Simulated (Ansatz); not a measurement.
**F3In: two geometries relaxed**

Are the two ends of the inversion of the pyramid at In2 separate minima, and which lies lower? Each is relaxed from a guess. SMILES of the start: [F][In]([F])[F].

All numbers below are computed with Ansatz 0.2.0 (RKS PBE0/def2-SVP).

## 1. The starting structure

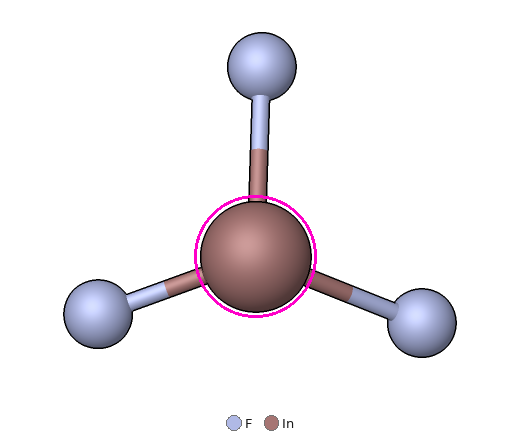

The starting structure, seen from a chosen angle (fluorine light blue, indium brown). Ringed: In2.

Structure file:

```xyz
4

F    -1.1857   -0.2607    1.3781
In   -0.0584   -0.2642   -0.4425
F     1.7967   -0.7484    0.3817
F    -0.4972    1.2130   -1.3376
```

## 2. End point A

File input.yaml:

```yaml
crystal:
  periodic: [false, false, false]
  atoms:
    - { symbol: F, position_ang: [-1.1857, -0.2607, 1.3781] }
    - { symbol: In, position_ang: [-0.0584, -0.2642, -0.4425] }
    - { symbol: F, position_ang: [1.7967, -0.7484, 0.3817] }
    - { symbol: F, position_ang: [-0.4972, 1.213, -1.3376] }
basis:
  gaussian: { orbitals: def2-SVP }
hamiltonian:
  xc: pbe0
relax:
  f_tol: 0.015
  max_steps: 40
output:
  orbitals: {}
```

Run with:

```sh
$ ansatz run input.yaml --threads 1 --pin off --max-ram 2048MiB --backend cpu --events-out ev --progress --plain --runs-dir out
```

The program printed:

```text
Warning: RAYON_NUM_THREADS=1 ignored (pool sized by the plan → 1); use --threads N
The last accepted step is kept in <dir> (removed where the run ends without a failure and the disk answers)
Engine: ansatz 0.2.0, aarch64-unknown-linux-gnu
Functional definition: PBE0
  parameter a = 0.25
  parameter kappa = 0.804
  parameter beta = 0.06672455060314922
  exchange = (1 - a)*pbe_x(kappa = kappa, mu = beta*pi^2/3) + a*exact_x
  correlation = pbe_c(beta = beta)
787 factors; integrals over basis functions are off by at most 1.7e-4 eV
mean field evaluation 1: about -13302.6085 eV, gradient 6.3e1 eV
mean field evaluation 2: about -13253.7768 eV, gradient 1.7e2 eV
mean field evaluation 4: about -13309.9262 eV, gradient 7.5e0 eV
mean field evaluation 8: about -13310.0625 eV, gradient 2.9e-1 eV
mean field evaluation 16: about -13310.0627 eV, gradient 7.2e-5 eV
mean field -13310.06271595 eV, -489.1357829266 hartree, gradient 7.2e-5 eV, S^2 0.000000; 0 other end points of the search recorded, 0 dependent functions left out
the calculation of the forces begins
reference -13310.06275332 eV, -489.1357843000 hartree; 24, 24 occupied and 44, 44 virtual orbitals, 787 factors
relax step   1: F+E_penalty+E_count = -13310.06271595 eV  Δ(F+E_penalty+E_count) = +0.000e0 eV  max|allowed force component| = 7.268e0 eV/Å  Δτ_max = 0.0000 Å  (26 SCF iters, accepted)
these checks for a lower state are left out or cut short: starts, cluster_reference, orbital_swaps, neighbouring_geometries, increment
787 factors; integrals over basis functions are off by at most 1.4e-4 eV
mean field -13311.27432245 eV, -489.1803086441 hartree, gradient 1.1e-5 eV, S^2 0.000000; 0 other end points of the search recorded, 0 dependent functions left out
the calculation of the forces begins
reference -13311.27436072 eV, -489.1803100507 hartree; 24, 24 occupied and 44, 44 virtual orbitals, 787 factors
relax step   2: F+E_penalty+E_count = -13311.27432245 eV  Δ(F+E_penalty+E_count) = -1.212e0 eV  max|allowed force component| = 1.731e0 eV/Å  Δτ_max = 0.1943 Å  (35 SCF iters, accepted)
these checks for a lower state are left out or cut short: starts, cluster_reference, orbital_swaps, neighbouring_geometries, increment
787 factors; integrals over basis functions are off by at most 1.3e-4 eV
mean field -13311.54112737 eV, -489.1901135443 hartree, gradient 9.1e-6 eV, S^2 0.000000; 0 other end points of the search recorded, 0 dependent functions left out
the calculation of the forces begins
reference -13311.54116585 eV, -489.1901149585 hartree; 24, 24 occupied and 44, 44 virtual orbitals, 787 factors
relax step   3: F+E_penalty+E_count = -13311.54112737 eV  Δ(F+E_penalty+E_count) = -2.668e-1 eV  max|allowed force component| = 3.859e-1 eV/Å  Δτ_max = 0.1964 Å  (29 SCF iters, accepted)
these checks for a lower state are left out or cut short: starts, cluster_reference, orbital_swaps, neighbouring_geometries, increment
787 factors; integrals over basis functions are off by at most 1.2e-4 eV
mean field evaluation 32: about -13311.4310 eV, gradient 7.3e0 eV
mean field -13311.60405160 eV, -489.1924259670 hartree, gradient 2.4e-5 eV, S^2 0.000000; 0 other end points of the search recorded, 0 dependent functions left out
the calculation of the forces begins
reference -13311.60409017 eV, -489.1924273843 hartree; 24, 24 occupied and 44, 44 virtual orbitals, 787 factors
relax step   4: F+E_penalty+E_count = -13311.60405160 eV  Δ(F+E_penalty+E_count) = -6.292e-2 eV  max|allowed force component| = 1.472e-2 eV/Å  Δτ_max = 0.1291 Å  (28 SCF iters, accepted)
787 factors; integrals over basis functions are off by at most 1.2e-4 eV
mean field -13311.60405160 eV, -489.1924259670 hartree, gradient 2.4e-5 eV, S^2 0.000000; 1 other end points of the search recorded, 0 dependent functions left out
the calculation of the forces begins
reference -13311.60409017 eV, -489.1924273843 hartree; 24, 24 occupied and 44, 44 virtual orbitals, 787 factors
Total energy: -13311.60409017 eV, -489.1924273843 hartree
Atom 0 at    -1.313440    -0.379085     1.349387 Å, force    -0.000196    -0.001704    -0.005729 eV/Å
Atom 1 at     0.015402    -0.016247    -0.010211 Å, force     0.001228     0.010495     0.008552 eV/Å
Atom 2 at     1.783399    -0.787121     0.151501 Å, force    -0.010685     0.005926    -0.011454 eV/Å
Atom 3 at    -0.429961     1.122153    -1.510978 Å, force     0.009653    -0.014718     0.008630 eV/Å
Dipole moment:     0.003956    -0.001720    -0.011197 e Å
```

It took 12 s on 1 thread of Arm Neoverse V1, shared host; peak memory 0.14 GiB.

Relaxation path:

```
step  energy from step 1 (eV)  largest force component (eV/Å)
   1                   0.0000                          7.2681
   2                  -1.2116                          1.7307
   3                  -1.4784                          0.3859
   4                  -1.5413                          0.0147
```

Step 1 is the start.

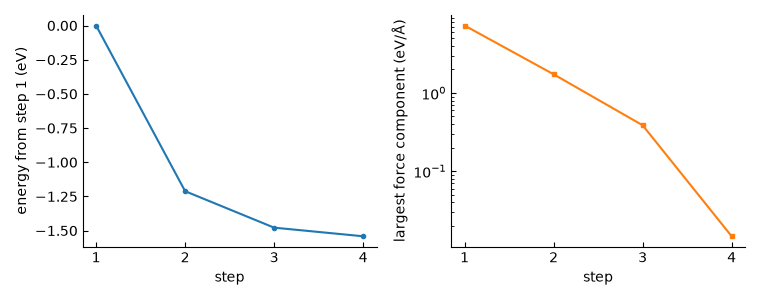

Energy and largest force along the relaxation.

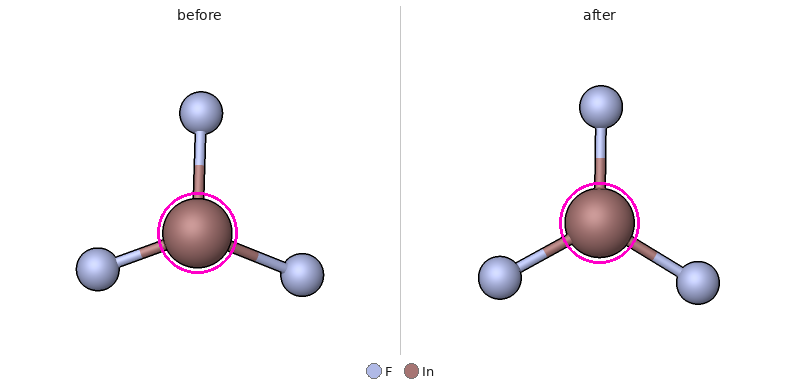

The structure before (left) and after (right), drawn at the same scale.

After: Bond lengths: F1–In2 1.935 Å, In2–F3 1.936 Å, In2–F4 1.936 Å. Angles: F1–In2–F3 119.6°, F1–In2–F4 119.8°, F3–In2–F4 120.6°.

## 3. Relaxing end B

The second end starts from a geometry with the move made by hand.

File input.yaml:

```yaml
crystal:
  periodic: [false, false, false]
  atoms:
    - { symbol: F, position_ang: [-1.53487, -1.74569, -0.90144] }
    - { symbol: In, position_ang: [-0.0584, -0.2642, -0.4425] }
    - { symbol: F, position_ang: [1.62892, -1.46194, -0.71362] }
    - { symbol: F, position_ang: [-0.4972, 1.213, -1.3376] }
basis:
  gaussian: { orbitals: def2-SVP }
hamiltonian:
  xc: pbe0
relax:
  f_tol: 0.015
  max_steps: 40
```

Run with:

```sh
$ ansatz run input.yaml --threads 1 --pin off --max-ram 2048MiB --backend cpu --events-out ev --progress --plain --runs-dir out
```

The program printed:

```text
Warning: RAYON_NUM_THREADS=1 ignored (pool sized by the plan → 1); use --threads N
The last accepted step is kept in <dir> (removed where the run ends without a failure and the disk answers)
Engine: ansatz 0.2.0, aarch64-unknown-linux-gnu
Functional definition: PBE0
  parameter a = 0.25
  parameter kappa = 0.804
  parameter beta = 0.06672455060314922
  exchange = (1 - a)*pbe_x(kappa = kappa, mu = beta*pi^2/3) + a*exact_x
  correlation = pbe_c(beta = beta)
787 factors; integrals over basis functions are off by at most 1.5e-4 eV
mean field evaluation 1: about -13302.6082 eV, gradient 6.3e1 eV
mean field evaluation 2: about -13253.7729 eV, gradient 1.7e2 eV
mean field evaluation 4: about -13309.9260 eV, gradient 7.5e0 eV
mean field evaluation 8: about -13310.0625 eV, gradient 2.9e-1 eV
mean field evaluation 16: about -13310.0627 eV, gradient 7.1e-5 eV
mean field -13310.06272401 eV, -489.1357832228 hartree, gradient 7.1e-5 eV, S^2 0.000000; 0 other end points of the search recorded, 0 dependent functions left out
the calculation of the forces begins
reference -13310.06276138 eV, -489.1357845963 hartree; 24, 24 occupied and 44, 44 virtual orbitals, 787 factors
relax step   1: F+E_penalty+E_count = -13310.06272401 eV  Δ(F+E_penalty+E_count) = +0.000e0 eV  max|allowed force component| = 8.449e0 eV/Å  Δτ_max = 0.0000 Å  (26 SCF iters, accepted)
these checks for a lower state are left out or cut short: starts, cluster_reference, orbital_swaps, neighbouring_geometries, increment
787 factors; integrals over basis functions are off by at most 1.3e-4 eV
mean field -13311.27432301 eV, -489.1803086650 hartree, gradient 1.1e-5 eV, S^2 0.000000; 0 other end points of the search recorded, 0 dependent functions left out
the calculation of the forces begins
reference -13311.27436129 eV, -489.1803100716 hartree; 24, 24 occupied and 44, 44 virtual orbitals, 787 factors
relax step   2: F+E_penalty+E_count = -13311.27432301 eV  Δ(F+E_penalty+E_count) = -1.212e0 eV  max|allowed force component| = 1.596e0 eV/Å  Δτ_max = 0.1943 Å  (35 SCF iters, accepted)
these checks for a lower state are left out or cut short: starts, cluster_reference, orbital_swaps, neighbouring_geometries, increment
787 factors; integrals over basis functions are off by at most 1.3e-4 eV
mean field -13311.54112746 eV, -489.1901135475 hartree, gradient 9.1e-6 eV, S^2 0.000000; 0 other end points of the search recorded, 0 dependent functions left out
the calculation of the forces begins
reference -13311.54116594 eV, -489.1901149616 hartree; 24, 24 occupied and 44, 44 virtual orbitals, 787 factors
relax step   3: F+E_penalty+E_count = -13311.54112746 eV  Δ(F+E_penalty+E_count) = -2.668e-1 eV  max|allowed force component| = 5.041e-1 eV/Å  Δτ_max = 0.1964 Å  (29 SCF iters, accepted)
these checks for a lower state are left out or cut short: starts, cluster_reference, orbital_swaps, neighbouring_geometries, increment
787 factors; integrals over basis functions are off by at most 1.2e-4 eV
mean field evaluation 32: about -13311.4310 eV, gradient 7.3e0 eV
mean field -13311.60405160 eV, -489.1924259669 hartree, gradient 2.4e-5 eV, S^2 0.000000; 0 other end points of the search recorded, 0 dependent functions left out
the calculation of the forces begins
reference -13311.60409017 eV, -489.1924273843 hartree; 24, 24 occupied and 44, 44 virtual orbitals, 787 factors
relax step   4: F+E_penalty+E_count = -13311.60405160 eV  Δ(F+E_penalty+E_count) = -6.292e-2 eV  max|allowed force component| = 1.519e-2 eV/Å  Δτ_max = 0.1291 Å  (28 SCF iters, accepted)
these checks for a lower state are left out or cut short: starts, cluster_reference, orbital_swaps, neighbouring_geometries, increment
787 factors; integrals over basis functions are off by at most 1.2e-4 eV
mean field -13311.60417474 eV, -489.1924304922 hartree, gradient 1.0e-5 eV, S^2 0.000000; 0 other end points of the search recorded, 0 dependent functions left out
the calculation of the forces begins
reference -13311.60421331 eV, -489.1924319098 hartree; 24, 24 occupied and 44, 44 virtual orbitals, 787 factors
relax step   5: F+E_penalty+E_count = -13311.60417474 eV  Δ(F+E_penalty+E_count) = -1.231e-4 eV  max|allowed force component| = 9.075e-4 eV/Å  Δτ_max = 0.0068 Å  (24 SCF iters, accepted)
787 factors; integrals over basis functions are off by at most 1.2e-4 eV
mean field -13311.60417474 eV, -489.1924304922 hartree, gradient 1.0e-5 eV, S^2 0.000000; 1 other end points of the search recorded, 0 dependent functions left out
the calculation of the forces begins
reference -13311.60421331 eV, -489.1924319098 hartree; 24, 24 occupied and 44, 44 virtual orbitals, 787 factors
Total energy: -13311.60421331 eV, -489.1924319098 hartree
Atom 0 at    -1.639822    -1.752206    -0.755963 Å, force    -0.000908    -0.000535     0.000028 eV/Å
Atom 1 at    -0.115073    -0.564365    -0.848821 Å, force    -0.000349    -0.000498     0.000054 eV/Å
Atom 2 at     1.670851    -1.262234    -0.588273 Å, force     0.000807     0.000400    -0.000006 eV/Å
Atom 3 at    -0.377506     1.319974    -1.202103 Å, force     0.000450     0.000633    -0.000076 eV/Å
Dipole moment:     0.000727     0.000791    -0.000074 e Å
```

Wall time 14 s (1 thread of Arm Neoverse V1, shared host); peak memory 0.13 GiB.

Step by step:

```
step  energy from step 1 (eV)  largest force component (eV/Å)
   1                   0.0000                          8.4485
   2                  -1.2116                          1.5958
   3                  -1.4784                          0.5041
   4                  -1.5413                          0.0152
   5                  -1.5415                          0.0009
```

Step 1 is the start.

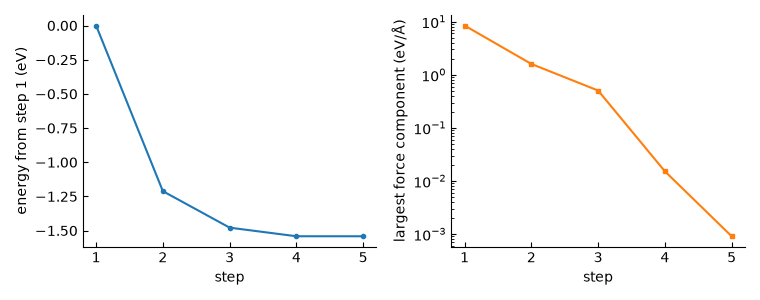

Energy and largest force along the relaxation.

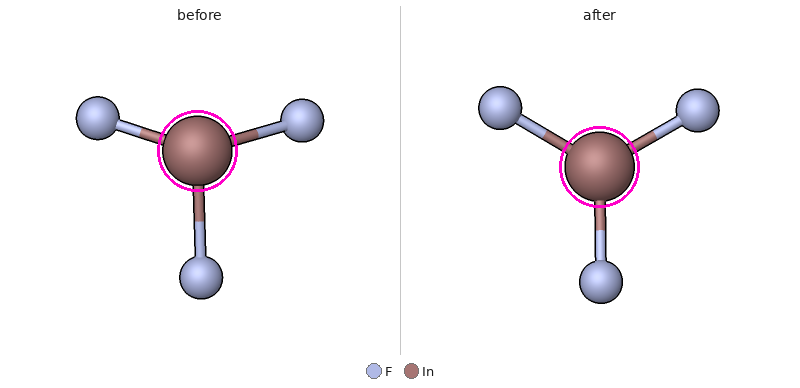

The structure before (left) and after (right), drawn at the same scale.

After: Bond lengths: F1–In2 1.935 Å, In2–F3 1.935 Å, In2–F4 1.935 Å. Angles: F1–In2–F3 120.0°, F1–In2–F4 120.0°, F3–In2–F4 120.1°.

## 4. Results

| quantity | value |
| --- | --- |
| end A | 3 moves, 1.541 eV lower |
| end B | 4 moves, 1.541 eV lower |
| largest difference between the ends | 0.01 Å |
| end B relative to end A | -0.000 eV |

The two relaxations end at one structure, within 0.01 Å: no second minimum was found from this start, which doesn't rule one out.
